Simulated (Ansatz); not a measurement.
# SO (SMILES O=S) at UBLYP/def2-TZVPPD

What is the energy change on altering one bond length of SO at UBLYP/def2-TZVPPD? 

Program for the calculation: Ansatz 0.2.0.

36 further runs of the same task are left out: 4 that didn't finish, 32 set aside as unsound or not needed.

## (1) Starting point

SO has 2 atoms, charge 0, and is taken as a triplet. SMILES: `O=S`. The bond length is the measured one.

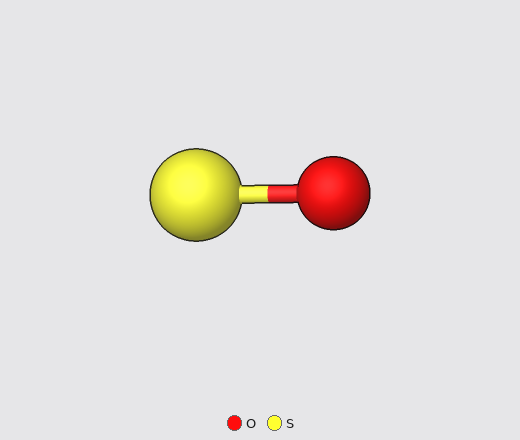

Viewed from a chosen angle; oxygen red, sulfur yellow.

## (2) A single-point energy at UBLYP/def2-TZVPPD

Input file job.yaml:

```yaml
crystal:
  periodic: [false, false, false]
  atoms:
    - {symbol: O, position_ang: [0.000000, 0.000000, 0.000000]}
    - {symbol: S, position_ang: [0.000000, 0.000000, 1.481087]}
basis:
  gaussian: {orbitals: def2-TZVPPD.json}
magnetization: {spin_polarized: true, initial_magnetization: 2}
hamiltonian: {xc: {name: BLYP}}
accuracy: high
output: {orbitals: {seedname: orbitals}}
```

The basis set def2-TZVPPD is read from a file made from the Basis Set Exchange's data (not shown).

Launch:

```console
$ ansatz run job.yaml --threads 1 --pin off --max-ram 3480MiB --events-out events.jsonl --progress --plain --runs-dir runs
```

Standard output:

```text
Warning: RAYON_NUM_THREADS=1 ignored (pool sized by the plan → 1); use --threads N
Functional definition: BLYP
  name "BLYP"
  parameter beta = 0.0042
  parameter a = 0.04918
  parameter b = 0.132
  parameter c = 0.2533
  parameter d = 0.349
  exchange = b88_x(beta = beta)
  correlation = lyp_c(a = a, b = b, c = c, d = d)
1205 factors; integrals over basis functions are off by at most 3.4e-9 eV
mean field evaluation 1: about -12875.7002 eV, gradient 4.4e1 eV
mean field evaluation 2: about -12797.1087 eV, gradient 1.3e2 eV
mean field evaluation 4: about -12882.1040 eV, gradient 7.3e0 eV
mean field evaluation 8: about -12882.3339 eV, gradient 9.1e-2 eV
mean field evaluation 16: about -12882.3339 eV, gradient 3.7e-6 eV
mean field -12882.33393189 eV, -473.4170400374 hartree, gradient 8.7e-8 eV, S^2 2.004971; 0 other end points of the search recorded, 0 dependent functions left out
reference -12882.33397306 eV, -473.4170415502 hartree; 13, 11 occupied and 78, 80 virtual orbitals, 1205 factors
Total energy: -12882.33397306 eV, -473.4170415502 hartree
```

Run time: 3.6 s. Hardware: 1 thread of Arm Neoverse V1, shared host; peak memory 0.18 GiB.

## (3) The distorted shape, same level

Input file in.yaml:

```yaml
crystal:
  periodic: [false, false, false]
  atoms:
    - {symbol: O, position_ang: [0.000000, 0.000000, -1.184913]}
    - {symbol: S, position_ang: [0.000000, 0.000000, 1.481087]}
basis:
  gaussian:
    orbitals: def2-TZVPPD.json
magnetization:
  spin_polarized: true
  initial_magnetization: 2
output: {orbitals: {seedname: orbitals}}
accuracy: high
hamiltonian:
  xc: {name: BLYP}
```

The basis set def2-TZVPPD is read from a file made from the Basis Set Exchange's data (not shown).

Launch:

```console
$ ansatz run in.yaml --threads 1 --pin off --max-ram 3480MiB --events-out events.jsonl --progress --plain --runs-dir runs
```

Standard output (excerpt; [...] marks lines left out):

```text
Warning: RAYON_NUM_THREADS=1 ignored (pool sized by the plan → 1); use --threads N
Functional definition: BLYP
  name "BLYP"
[...]
1142 factors; integrals over basis functions are off by at most 3.9e-9 eV
[...]
mean field -12877.09187602 eV, -473.2243980373 hartree, gradient 2.9e-8 eV, S^2 2.597070; 23 other end points of the search recorded, 0 dependent functions left out
reference -12877.09191798 eV, -473.2243995792 hartree; 13, 11 occupied and 78, 80 virtual orbitals, 1142 factors
Total energy: -12877.09191798 eV, -473.2243995792 hartree
```

It took 45 s on 1 thread of Arm Neoverse V1, shared host; peak memory 0.2 GiB.

## (4) Results

At UBLYP/def2-TZVPPD:

| quantity | value |
| --- | --- |
| first shape: total energy | -473.41704 Eh |
| first shape: HOMO energy (highest over α and β) | -5.97 eV |
| first shape: LUMO energy (lowest over α and β) | -4.38 eV |
| first shape: ⟨S²⟩ | 2.005 |
| distorted shape: total energy | -473.22440 Eh |
| distorted shape: HOMO energy (highest over α and β) | -7.16 eV |
| distorted shape: LUMO energy (lowest over α and β) | -6.57 eV |
| distorted shape: ⟨S²⟩ | 2.597 |
| energy change with the O1–S2 bond stretched from 1.481 to 2.666 Å | 5.242 eV |

With the O1–S2 bond stretched from 1.481 to 2.666 Å the energy rises by 5.24 eV (121 kcal/mol). The first shape isn't relaxed at this level, so the change isn't measured from a minimum. ⟨S²⟩ (distorted shape) is 2.60 where a pure triplet has 2.00: the reference is spin-contaminated.
